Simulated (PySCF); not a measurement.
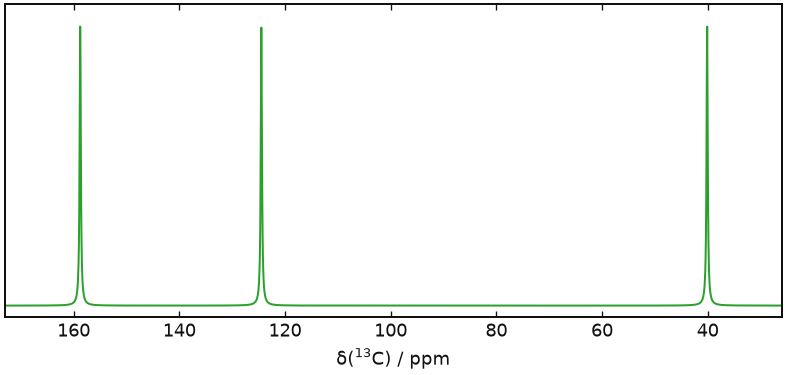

GIAO shifts, PBE0/pcSseg-1 (IEF-PCM chloroform) with PySCF 2.14.0, at a PBE0-D3(BJ)/def2-SVP geometry (no frequency check), against TMS for ¹³C computed at the same level. fully decoupled, line heights follow the number of nuclei, widths are arbitrary (no quadrupolar broadening); values of one conformer, averaged over methyl-type rotors and exact or near symmetry; other conformers aren't averaged in.

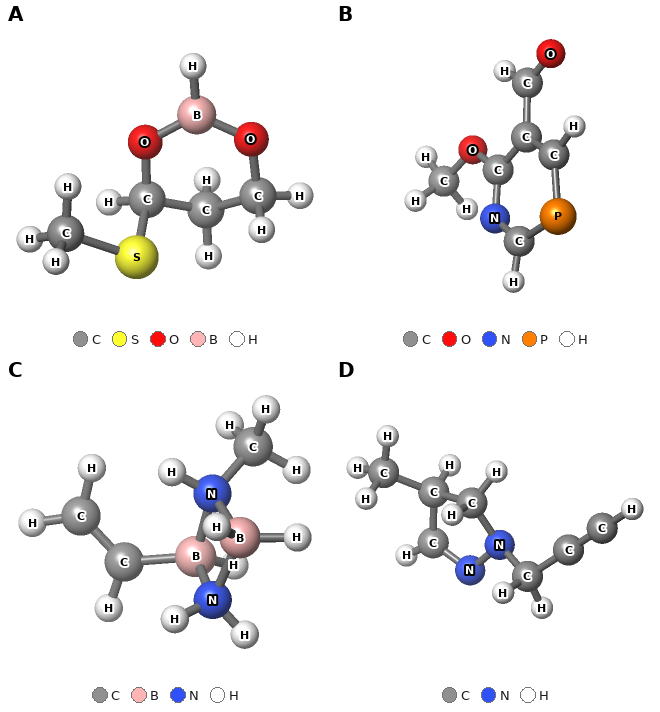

> Which molecule was computed? The candidates are drawn in the second picture.

Structure C, C₃H₁₂B₂N₂, SMILES C=C[B@@H-]1[NH2+][BH2-][N@H+]1C. Its ¹³C signals: 158.8 (1 C), 124.5 (1 C), 40.1 (1 C) ppm.
